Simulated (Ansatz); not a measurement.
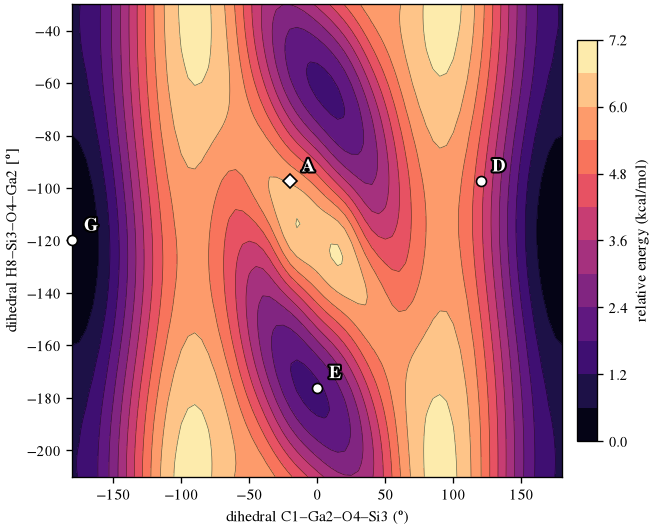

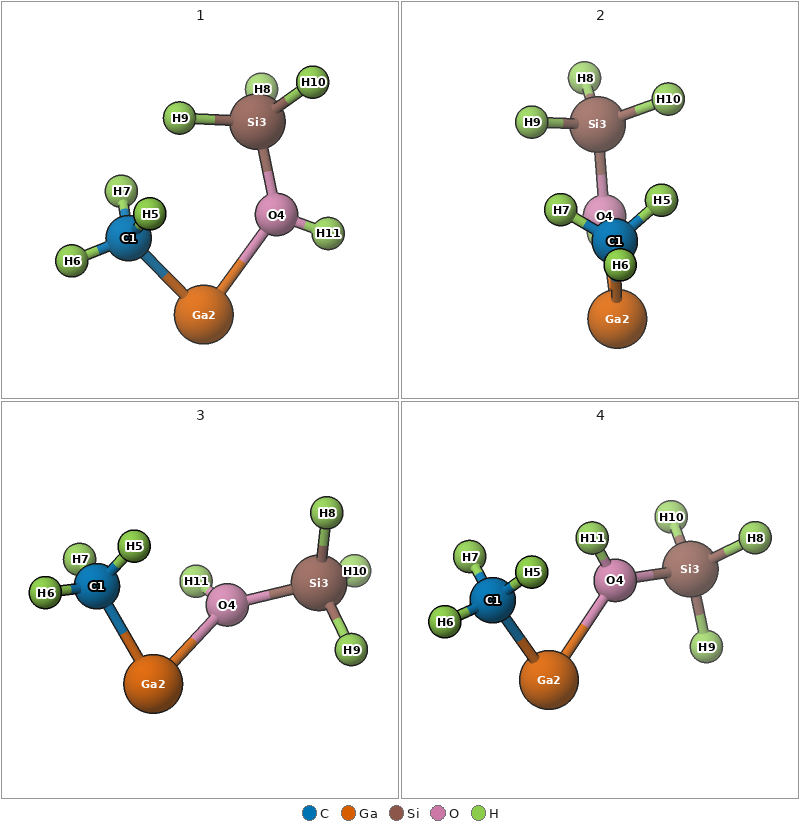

CH₇GaOSi. 
- The first coordinate is: dihedral C1–Ga2–O4–Si3; the second: dihedral H8–Si3–O4–Ga2.
- Nothing is relaxed (all other coordinates rigid).
- Grid: 18 × 17 points.
- Points are written as (first, second).
- Energies are in kcal/mol, from the lowest grid point.
- Computed with Ansatz, RKS SPW92 (LDA)/def2-SVP.

In the figure: filled contours, lettered points. Between grid points the surface is interpolated. The numbered pictures are the structures at these points, in random order.

### Which structure belongs to which point?

A is structure 1: (−20°, −97.5°), 5.9 kcal/mol; D is structure 3: (120°, −97.5°), 4.4 kcal/mol; E is structure 2: (0°, −176.2°), 1.7 kcal/mol; G is structure 4: (−180°, −120.0°), 0.0 kcal/mol.
